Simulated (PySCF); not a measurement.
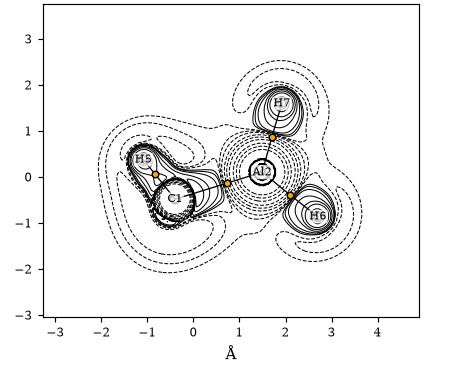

Figure. CH5Al, SMILES `C[AlH2]`. Negative Laplacian of the density (−∇²ρ) in the plane of C1, Al2, H5, H6 and H7 (solid lines positive, dashed lines negative, contours at ±0.02 to ±8 a.u.), with bond paths and bond critical points (dots).

PySCF calculation, PBE/def2-TZVP, gas phase; geometry: GFN2-xTB. No frequency check shows the geometry to be a minimum.

Sort the bonds in the plane by the sign of ∇²ρ at their critical points.

Answer. Concentrated (∇²ρ < 0): C1–H5 (−0.84 a.u.). Depleted (∇²ρ > 0): Al2–H6 (+0.23 a.u., H = −0.029); Al2–H7 (+0.23 a.u., H = −0.029); C1–Al2 (+0.22 a.u., H = −0.025).

Where along C1–H5 does the critical point lie?

Answer. 0.70 Å from C1 and 0.40 Å from H5.
